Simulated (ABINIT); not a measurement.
# A GW chain in ABINIT: BN (Qingsongite), part 2 of 3

Aim: the G0W0 gap of BN (Qingsongite) on PBE, step by step.

ABINIT 10.8.3; PBE and many-body steps on it, plane waves. Known limits of the many-body steps: not at the basis limit.

So far. Step 2 (Ground state): The gap is indirect, with the least direct gap 4.34 eV higher.

## 3. Bands along the symmetry lines

Level of this step: DFT, PBE, plane waves, norm-conserving pseudopotentials (ABINIT).

The cheap functional maps the bands first; the places of the edges decide which points the dearer methods must see.

The input, run.abi:

```
acell 3*1.0 Angstrom
rprim 
  -0.000000000000 1.807500000000 1.807500000000
  1.807500000000 0.000000000000 1.807500000000
  1.807500000000 1.807500000000 -0.000000000000
ntypat 2
znucl 5 7
natom 2
typat 1 2
xred 
  0.000000000000 0.000000000000 0.000000000000
  0.250000000000 0.250000000000 0.250000000000
pp_dirpath "pseudos"
pseudos "B.upf, N.upf"
ecut 36
iscf -2
irdden 1
kptopt 0
nkpt 50
kpt 
  0.00000000 0.00000000 0.00000000
  -0.06250000 -0.06250000 0.00000000
  -0.12500000 -0.12500000 0.00000000
  -0.18750000 -0.18750000 0.00000000
  -0.25000000 -0.25000000 0.00000000
  -0.31250000 -0.31250000 0.00000000
  -0.37500000 -0.37500000 0.00000000
  -0.43750000 -0.43750000 0.00000000
  -0.50000000 -0.50000000 0.00000000
  -0.48437500 -0.48437500 0.03125000
  -0.46875000 -0.46875000 0.06250000
  -0.45312500 -0.45312500 0.09375000
  -0.43750000 -0.43750000 0.12500000
  -0.42187500 -0.42187500 0.15625000
  -0.40625000 -0.40625000 0.18750000
  -0.39062500 -0.39062500 0.21875000
  -0.37500000 -0.37500000 0.25000000
  -0.37500000 0.00000000 0.37500000
  -0.32812500 0.00000000 0.32812500
  -0.28125000 0.00000000 0.28125000
  -0.23437500 0.00000000 0.23437500
  -0.18750000 0.00000000 0.18750000
  -0.14062500 0.00000000 0.14062500
  -0.09375000 0.00000000 0.09375000
  -0.04687500 0.00000000 0.04687500
  0.00000000 0.00000000 0.00000000
  0.00000000 0.00000000 0.06250000
  0.00000000 0.00000000 0.12500000
  0.00000000 0.00000000 0.18750000
  0.00000000 0.00000000 0.25000000
  0.00000000 0.00000000 0.31250000
  0.00000000 0.00000000 0.37500000
  0.00000000 0.00000000 0.43750000
  -0.00000000 -0.00000000 0.50000000
  -0.06250000 -0.03125000 0.46875000
  -0.12500000 -0.06250000 0.43750000
  -0.18750000 -0.09375000 0.40625000
  -0.25000000 -0.12500000 0.37500000
  -0.31250000 -0.15625000 0.34375000
  -0.37500000 -0.18750000 0.31250000
  -0.43750000 -0.21875000 0.28125000
  -0.50000000 -0.25000000 0.25000000
  -0.50000000 -0.28125000 0.21875000
  -0.50000000 -0.31250000 0.18750000
  -0.50000000 -0.34375000 0.15625000
  -0.50000000 -0.37500000 0.12500000
  -0.50000000 -0.40625000 0.09375000
  -0.50000000 -0.43750000 0.06250000
  -0.50000000 -0.46875000 0.03125000
  -0.50000000 -0.50000000 0.00000000
istwfk *1
nband 14
nbdbuf 5
tolwfr 1e-07
nstep 50
prtwf 0
prtvol 0
indata_prefix "in"
outdata_prefix "out"
tmpdata_prefix "tmp"
```

On the command line:

```bash
$ OMP_NUM_THREADS=1 mpirun -n 4 abinit run.abi > log
```

Numbers of over 12 decimals in the logs are rounded to 6 here.

Log:

```text
.Version 10.8.3 of ABINIT. v10.8.2 released Aug 2026.

 Symmetries : space group F-4 3 m (#216); Bravais cF (face-center cubic)
[... echo of the input left out ...]
== DATASET  1 ==================================================================
-   mpi_nproc: 4, omp_nthreads: 1 (-1 if OMP is not activated)

--- !DatasetInfo
iteration_state: {dtset: 1, }
dimensions: {natom: 2, nkpt: 50, mband: 14, nsppol: 1, nspinor: 1, nspden: 1, mpw: 869, }
cutoff_energies: {ecut:  36.0, pawecutdg:  -1.0, }
electrons: {nelect:   8.00000000E+00, charge:   0.00000000E+00, occopt:   1.00000000E+00, tsmear:   1.00000000E-02, }

 Real(R)+Recip(G) space primitive vectors, cartesian coordinates (Bohr,Bohr^-1):
 R(1)=  0.0000000  3.4156800  3.4156800  G(1)= -0.1463837  0.1463837  0.1463837
 R(2)=  3.4156800  0.0000000  3.4156800  G(2)=  0.1463837 -0.1463837  0.1463837
 R(3)=  3.4156800  3.4156800  0.0000000  G(3)=  0.1463837  0.1463837 -0.1463837
 Unit cell volume ucvol=  7.9700586E+01 bohr^3
 Angles (23,13,12)=  6.00000000E+01  6.00000000E+01  6.00000000E+01 degrees

 getcut: wavevector=  0.0000  0.0000  0.0000  ngfft=  30  30  30
         ecut(hartree)=     36.000   => boxcut(ratio)=   2.30194

 getcut : COMMENT -
  Note that boxcut > 2.2 ; recall that boxcut=Gcut(box)/Gcut(sphere) = 2
  is sufficient for exact treatment of convolution.
  Such a large boxcut is a waste : you could raise ecut
  e.g. ecut=   47.690509 Hartrees makes boxcut=2

--- Pseudopotential description ------------------------------------------------
- B Generated using ONCVPSP code by D. R. Hamann
-  5.00000   3.00000  171031                  znucl, zion, pspdat
12 -101130 1 -1 1534                          pspcod,pspxc,lmax,lloc,mmax
     nproj     2     2
  pspatm : epsatm=    3.38844616
         --- l  ekb(1:nproj) -->
             0    8.382104    1.234201
             1   -3.719492   -0.867526
 pspatm: atomic psp has been read  and splines computed

- N Generated using ONCVPSP code by D. R. Hamann
-  7.00000   5.00000  171031                  znucl, zion, pspdat
12 -101130 1 -1 1058                          pspcod,pspxc,lmax,lloc,mmax
     nproj     2     2
  pspatm : epsatm=    5.20977870
         --- l  ekb(1:nproj) -->
             0    7.494509    0.636305
[...]
pspatm: atomic psp has been read  and splines computed

--------------------------------------------------------------------------------

================================================================================
 prteigrs : about to open file out_EIG
 Non-SCF case, kpt    1 (  0.00000  0.00000  0.00000), residuals and eigenvalues=
  3.06E-08  6.98E-08  4.97E-08  2.14E-08  3.34E-08  2.16E-08  1.57E-08  3.87E-08
  6.40E-08  7.10E-08  3.59E-07  4.08E-08  1.26E-07  4.70E-07
 -4.4062E-01  3.0209E-01  3.0209E-01  3.0209E-01  6.2836E-01  6.2836E-01
  6.2836E-01  6.8304E-01  1.2115E+00  1.3354E+00  1.3354E+00  1.3488E+00
[...]
2.18E-08  5.04E-08  8.17E-09  5.69E-08  1.87E-08  2.16E-08  4.76E-08  5.33E-08
[...]
1.3612E+00  1.4565E+00
 Non-SCF case, kpt    3 ( -0.12500 -0.12500  0.00000), residuals and eigenvalues=
  1.79E-08  1.95E-08  1.74E-08  1.21E-08  2.24E-08  3.76E-08  6.62E-08  5.02E-09
[...]
1.3978E+00  1.5192E+00
[...]
Non-SCF case, kpt   49 ( -0.50000 -0.46875  0.03125), residuals and eigenvalues=
[...]
1.7515E+00  1.7795E+00
 Non-SCF case, kpt   50 ( -0.50000 -0.50000  0.00000), residuals and eigenvalues=
[...]
1.7436E+00  1.7653E+00

--- !ResultsGS
iteration_state: {dtset: 1, }
comment   : Summary of ground state results
lattice_vectors:
- [ -0.0000000,   3.4156800,   3.4156800, ]
- [  3.4156800,   0.0000000,   3.4156800, ]
- [  3.4156800,   3.4156800,  -0.0000000, ]
lattice_lengths: [   4.83050,    4.83050,    4.83050, ]
lattice_angles: [ 60.000,  60.000,  60.000, ] # degrees, (23, 13, 12)
lattice_volume:   7.9700586E+01
convergence: {deltae:  0.000E+00, res2:  0.000E+00, residm:  9.960E-08, diffor:  0.000E+00, }
etotal    :  -1.34025025E+01
entropy   :   0.00000000E+00
fermie    :   3.02092262E-01
cartesian_stress_tensor: null
pressure_GPa: null
xred      :
- [  0.0000E+00,   0.0000E+00,   0.0000E+00,  B]
- [  2.5000E-01,   2.5000E-01,   2.5000E-01,  N]
cartesian_forces: null
force_length_stats: {min: null, max: null, mean: null, }

 Integrated electronic density in atomic spheres:
 ------------------------------------------------
 Atom  Sphere_radius  Integrated_density
[...]
================================================================================

 ----iterations are completed or convergence reached----

 Mean square residual over all n,k,spin=   37.301E-09; max=  99.595E-09
 reduced coordinates (array xred) for    2 atoms
       0.000000000000      0.000000000000      0.000000000000
       0.250000000000      0.250000000000      0.250000000000

 cartesian coordinates (angstrom) at end:
    1      0.000000     0.000000     0.000000
    2      0.903750     0.903750     0.903750
 length scales=  1.889726125908  1.889726125908  1.889726125908 bohr
              =  1.000000000000  1.000000000000  1.000000000000 angstroms
 prteigrs : about to open file out_EIG
 Eigenvalues (hartree) for nkpt=  50  k points:
 kpt#   1, nband= 14, wtk=  1.00000, kpt=  0.0000  0.0000  0.0000 (reduced coord)
[...]
kpt#   2, nband= 14, wtk=  1.00000, kpt= -0.0625 -0.0625  0.0000 (reduced coord)
[...]
kpt#   3, nband= 14, wtk=  1.00000, kpt= -0.1250 -0.1250  0.0000 (reduced coord)
[...]
kpt#  49, nband= 14, wtk=  1.00000, kpt= -0.5000 -0.4687  0.0313 (reduced coord)
  -0.23481   -0.02425    0.11910    0.11965    0.47418    0.64952    0.95633    0.95955
   1.06281    1.29990    1.53469    1.54434    1.75151    1.77947
 kpt#  50, nband= 14, wtk=  1.00000, kpt= -0.5000 -0.5000  0.0000 (reduced coord)
  -0.23521   -0.02523    0.12176    0.12176    0.46875    0.64539    0.96028    0.96028
   1.06505    1.30307    1.54598    1.54598    1.74357    1.76532

== END DATASET(S) ==============================================================
================================================================================

 -outvars: echo values of variables after computation  --------
            nband          14
             nkpt          50
          spgroup         216
 [... the other variables as echoed above ...]

 Calculation completed.
```

Wall time 3.8 s (4 MPI ranks of Arm Neoverse V1, shared host); peak memory 0.23 GiB.

This step gave:

```
gap                        : 4.535 eV
k of the valence top       : 0, 0, 0
k of the conduction bottom : -0.5, -0.5, 0
least direct gap           : 8.878 eV
```

The gap is 4.535 eV, as in the run before at this level.

Electronic bands along the path, in eV, zero at the top of the highest filled band; v1 is the highest filled band, c1 the lowest empty one:

| point | v4 | v3 | v2 | v1 | c1 | c2 | c3 | c4 |
| --- | --- | --- | --- | --- | --- | --- | --- | --- |
| Γ | -20.21 | 0.00 | 0.00 | 0.00 | 8.88 | 8.88 | 8.88 | 10.37 |
| X | -14.62 | -8.91 | -4.91 | -4.91 | 4.54 | 9.34 | 17.91 | 17.91 |
| U | -14.54 | -8.12 | -7.66 | -4.08 | 6.98 | 12.95 | 15.84 | 16.68 |
| jump to K | -14.54 | -8.12 | -7.66 | -4.08 | 6.98 | 12.95 | 15.84 | 16.68 |
| Γ | -20.21 | 0.00 | 0.00 | 0.00 | 8.88 | 8.88 | 8.88 | 10.37 |
| L | -15.99 | -10.68 | -1.94 | -1.94 | 10.21 | 10.78 | 10.78 | 15.26 |
| W | -14.31 | -7.58 | -6.96 | -6.50 | 9.65 | 13.35 | 14.61 | 14.69 |
| X | -14.62 | -8.91 | -4.91 | -4.91 | 4.54 | 9.34 | 17.91 | 17.91 |

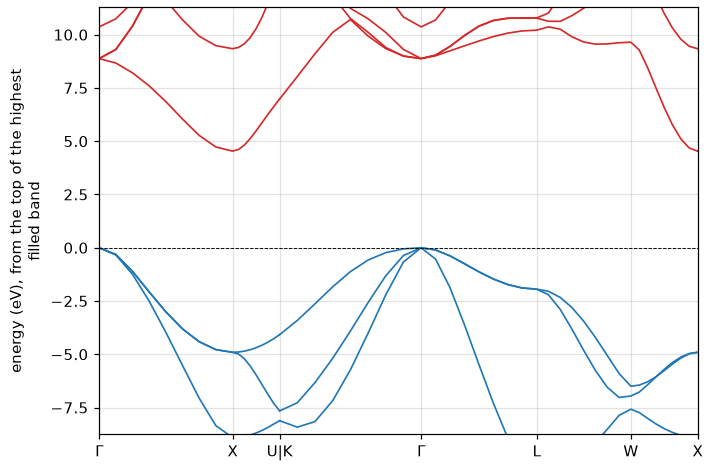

Electronic bands along the path; lines of filled and empty bands in two colours.

## 4. Empty states on the mesh, 8×8×8 mesh, 311 bands

The sums over transitions need many empty states on a uniform mesh; this step solves for them.

The input, run.abi:

```
acell 3*1.0 Angstrom
rprim 
  -0.000000000000 1.807500000000 1.807500000000
  1.807500000000 0.000000000000 1.807500000000
  1.807500000000 1.807500000000 -0.000000000000
ntypat 2
znucl 5 7
natom 2
typat 1 2
xred 
  0.000000000000 0.000000000000 0.000000000000
  0.250000000000 0.250000000000 0.250000000000
pp_dirpath "pseudos"
pseudos "B.upf, N.upf"
ecut 36
ngkpt 8 8 8
nshiftk 1
shiftk 0 0 0
kptopt 1
chksymbreak 0
irdden 1
istwfk *1
nband 311
prtvol 0
optdriver 6
gwr_task "HDIAGO"
paral_kgb 0
occopt 1
indata_prefix "in"
outdata_prefix "out"
tmpdata_prefix "tmp"
```

Log:

```text
[banner, memory and clock lines left out]
.Version 10.8.3 of ABINIT. v10.8.2 released Aug 2026.

 Symmetries : space group F-4 3 m (#216); Bravais cF (face-center cubic)
[... echo of the input left out ...]
== DATASET  1 ==================================================================
-   mpi_nproc: 4, omp_nthreads: 1 (-1 if OMP is not activated)

--- !DatasetInfo
iteration_state: {dtset: 1, }
dimensions: {natom: 2, nkpt: 29, mband: 311, nsppol: 1, nspinor: 1, nspden: 1, mpw: 869, }
cutoff_energies: {ecut:  36.0, pawecutdg:  -1.0, }
electrons: {nelect:   8.00000000E+00, charge:   0.00000000E+00, occopt:   1.00000000E+00, tsmear:   1.00000000E-02, }

.Using double precision arithmetic; gwpc =  8

- Reading GS density from: in_DEN

--- Pseudopotential description ------------------------------------------------
- B Generated using ONCVPSP code by D. R. Hamann
-  5.00000   3.00000  171031                  znucl, zion, pspdat
12 -101130 1 -1 1534                          pspcod,pspxc,lmax,lloc,mmax
     nproj     2     2
  pspatm : epsatm=    3.38844616
         --- l  ekb(1:nproj) -->
             0    8.382104    1.234201
             1   -3.719492   -0.867526
 pspatm: atomic psp has been read  and splines computed

- N Generated using ONCVPSP code by D. R. Hamann
-  7.00000   5.00000  171031                  znucl, zion, pspdat
12 -101130 1 -1 1058                          pspcod,pspxc,lmax,lloc,mmax
     nproj     2     2
  pspatm : epsatm=    5.20977870
         --- l  ekb(1:nproj) -->
             0    7.494509    0.636305
             1   -4.293905   -1.006988
 pspatm: atomic psp has been read  and splines computed

   6.87857989E+01                                ecore*ucvol(ha*bohr**3)

 Total charge density [el/Bohr^3]
)     Maximum=    5.6373E-01  at reduced coord.    0.2000    0.2000    0.4000
)     Minimum=    7.6975E-03  at reduced coord.    0.0000    0.0000    0.0000
   Integrated=    8.0000E+00

 === KS gaps after direct diagonalization ===
 Indirect band gap semiconductor
 Fundamental gap:     4.535 (eV)
   VBM:     8.220 (eV) at k: [ 0.0000E+00,  0.0000E+00,  0.0000E+00]
   CBM:    12.755 (eV) at k: [ 5.0000E-01,  5.0000E-01,  0.0000E+00]
 Direct gap:         8.878 (eV) at k: [ 0.0000E+00,  0.0000E+00,  0.0000E+00]

== END DATASET(S) ==============================================================

 -outvars: echo values of variables after computation  --------
           etotal      0.0000000000E+00
            nband         311
             nkpt          29
          spgroup         216
 [... the other variables as echoed above ...]

 Calculation completed.
```

It took 9.7 s on 4 MPI ranks; peak memory 0.34 GiB; 38 s of CPU time.

This step gave:

| Property | Result |
| --- | --- |
| gap | 4.535 eV |
| k of the valence top | 0, 0, 0 |
| k of the conduction bottom | 0.5, 0.5, 0 |
| least direct gap | 8.878 eV |
| k points computed | 29 |
| lowest point of the top converged band, above the valence top | 469.9290 eV |

On this mesh the gap is 4.535 eV.

## 5. Screening, 8×8×8 mesh, 303 bands, screening to 598.7 eV

The RPA dielectric matrix is built and inverted for each q.

This step: RPA screening on PBE, plane waves, norm-conserving pseudopotentials.

run.abi: that of step 4 with these lines changed.

```diff
@@ -20,10 +20,11 @@
 chksymbreak 0
-irdden 1
 istwfk *1
-nband 311
-prtvol 0
-optdriver 6
-gwr_task "HDIAGO"
-paral_kgb 0
 occopt 1
+irdwfk 1
+optdriver 3
+nband 303
+ecuteps 22
+inclvkb 2
+awtr 1
+symchi 1
 indata_prefix "in"
```

Log:

```text
.Version 10.8.3 of ABINIT. v10.8.2 released Aug 2026.

 Symmetries : space group F-4 3 m (#216); Bravais cF (face-center cubic)
[... echo of the input left out ...]
== DATASET  1 ==================================================================
-   mpi_nproc: 4, omp_nthreads: 1 (-1 if OMP is not activated)

--- !DatasetInfo
iteration_state: {dtset: 1, }
dimensions: {natom: 2, nkpt: 29, mband: 303, nsppol: 1, nspinor: 1, nspden: 1, mpw: 869, }
cutoff_energies: {ecut:  36.0, pawecutdg:  -1.0, }
electrons: {nelect:   8.00000000E+00, charge:   0.00000000E+00, occopt:   1.00000000E+00, tsmear:   1.00000000E-02, }

 SCREENING: Calculation of the susceptibility and dielectric matrices

 Based on a program developped by R.W. Godby, V. Olevano, G. Onida, and L. Reining.
 Incorporated in ABINIT by V. Olevano, G.-M. Rignanese, and M. Torrent.
.Using double precision arithmetic ; gwpc =  8

[... cell and pseudopotentials left out ...]
--------------------------------------------------------------------------------

 ==== K-mesh for the wavefunctions ====
 Number of points in the irreducible wedge :    29
[... list of points left out ...]
 Together with 24 symmetry operations and time-reversal symmetry
 yields   512 points in the full Brillouin Zone.

 ==== Q-mesh for the screening function ====
 Number of points in the irreducible wedge :    29
[... list of points left out ...]
 Together with 24 symmetry operations and time-reversal symmetry
 yields   512 points in the full Brillouin Zone.

 setmesh: FFT mesh size selected  =    24x   24x   24
          total number of points  =        13824

 vcoul_init : cutoff-mode = AUXILIARY_FUNCTION
 q-points for optical limit:   1
     1)      0.000010    0.000020    0.000030

- screening: taking advantage of time-reversal symmetry
- Maximum band index for partially occupied states nbvw = 4
- Remaining bands to be divided among processors   nbcw = 299
- Number of bands treated by each node ~74

 Number of electrons calculated from density =    8.0000; Expected =    8.0000
 average of density, n =  0.100376
 r_s =    1.3348
 omega_plasma =   30.5612 [eV]

 calculating chi0 at frequencies [eV] :
  1    0.000000E+00    0.000000E+00
  2    0.000000E+00    3.056116E+01

--------------------------------------------------------------------------------
  q-point number  1        q = ( 0.000000, 0.000000, 0.000000) [r.l.u.]
--------------------------------------------------------------------------------
[... chi0 elements left out ...]
 For q-point:  0.000010 0.000020 0.000030
  dielectric constant =   4.3072
  dielectric constant without local fields =   4.6612

  Average fulfillment of the sum rule on Im[epsilon] for q-point    1 :    100.07  [%]
[... wings left out ...]
  q-point number  2        q = ( 0.125000, 0.000000, 0.000000) [r.l.u.]
--------------------------------------------------------------------------------
[... chi0 elements left out ...]
  Average fulfillment of the sum rule on Im[epsilon] for q-point    2 :    101.57  [%]

 [... 27 further q-points ...]
```

Elapsed: 20 min, on 4 MPI ranks; peak memory 3.1 GiB; 79 min of CPU time.

This step gave:

* ε∞ with local fields, on this mesh, along the program's q direction: 4.307
* the same without local fields: 4.661
* plasma frequency: 30.56 eV
* plane waves in the screening matrix: 411

Local fields lower ε∞ by 8 %.

[end of part 2 of 3]

[Paths, hosts, dates, memory and timing lines, banners, echoed tables and standing remarks are left out of the program output.]

[Logs are printed without paths, hosts, clocks, repeated set-up lines and the standing remarks that a program may print on its own settings, such as how far it seeks lower states.]

[Runs of the session that timed out or met a known fault of the program may be left out.]

[Hosts, paths, dates, database ids (printed as entryN), source tags and the programs' standing remarks are cut or masked in the printed files.]

[G0W0 gaps are taken among the corrected bands and points alone; a level outside them can change the order at an edge.]

[Where Ansatz stands beside ABINIT at settings called matched, ABINIT's density can come from a denser mesh and the files from another edition; pairs whose starting gaps differed by over 0.03 eV were left out, so agreement reads better than it is.]
